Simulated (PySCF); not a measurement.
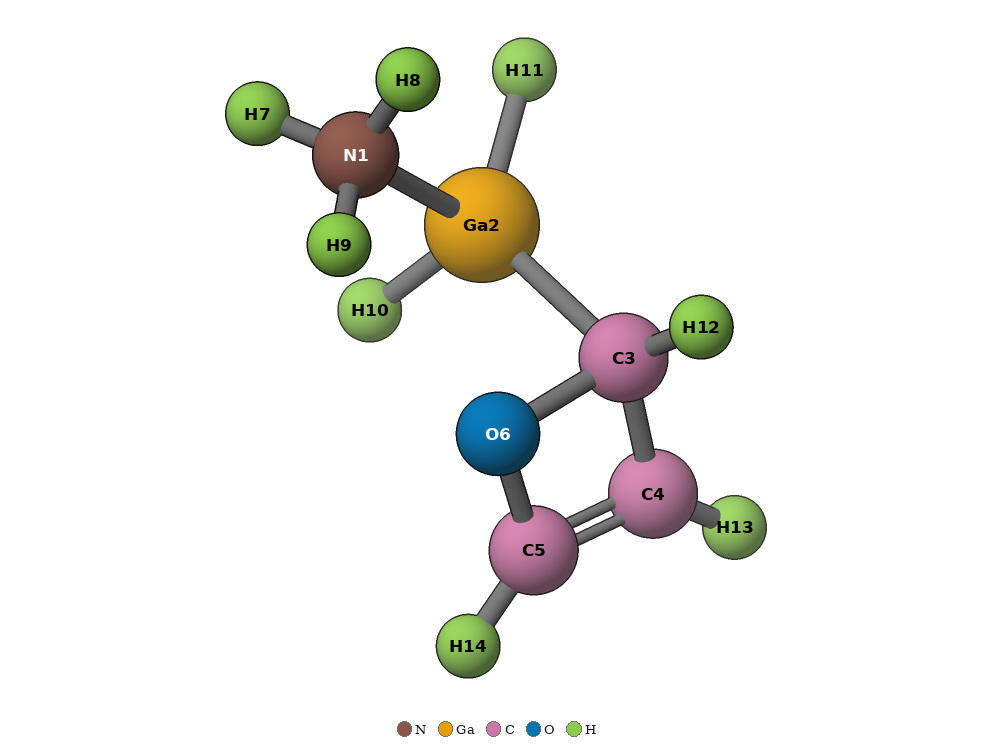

The geometry was computed by an optimisation with GFN2-xTB. No frequency run is at hand to confirm it as a minimum. Method: B3LYP/pcJ-1 (pcSseg-1 on Ga) indirect spin-spin coupling, non-relativistic, gas phase (PySCF 2.14.0). Isotopes: 13C, 1H, 15N, 17O.

Give the spin–spin coupling constants of these pairs, with the number of bonds between them: N1/H8, N1/H9, N1/H10, N1/H11.

```csv
pair,bonds apart,J (Hz)
"N1, H8",1,−70.4
"N1, H9",1,−71.1
"N1, H10",2,−4.9
"N1, H11",2,−9.6
```

The geometry is semi-empirical. Around Ga such bond lengths and angles can be off by a tenth of an ångström or more and by several degrees, and values that hang on the shape move with them.
